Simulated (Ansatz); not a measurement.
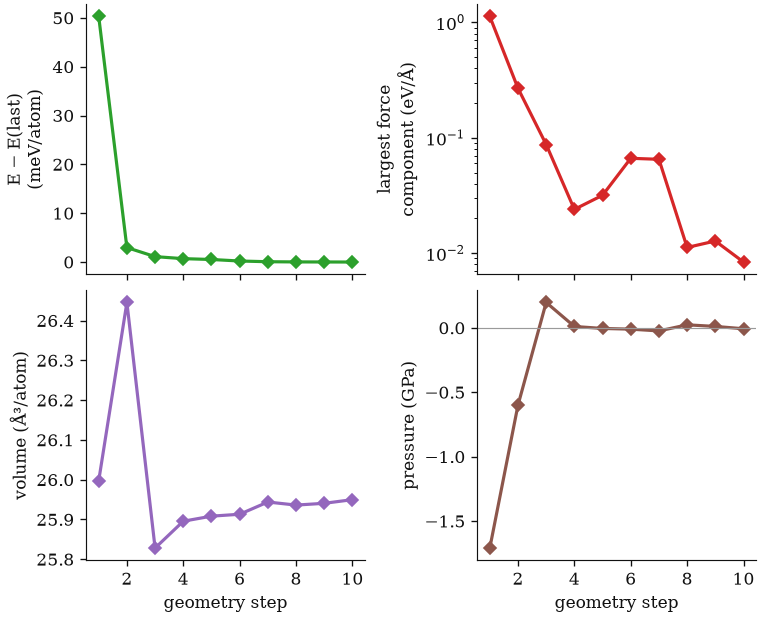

History of a geometry optimisation. Atoms and cell relax. A closing SCF on a freshly chosen basis isn't drawn.

- system: SrCdBSe$_{4}$ (Ama2, 14 atoms in the cell)
- method: Ansatz, DFT, PAW plane waves, PBE; cutoff 420 eV, 3×5×5 k-mesh, Fermi–Dirac smearing of 0.1 eV

**How did it end, and what did it gain?**

The optimisation met its thresholds at geometry 10, counting the start as the first. The energy fell by about 50 meV/atom from the first step to the last. The largest force component goes from about 1.1 eV/Å at the start to 8 × 10⁻³ eV/Å at the end.

**What happens to the cell?**

The volume shrinks from 26.00 to 25.95 Å³ per atom (−0.2 %), as the pressure goes from −1.7 GPa to about 0 GPa.

**By which step was nine tenths of the energy gained?**

By step 2 of 10.
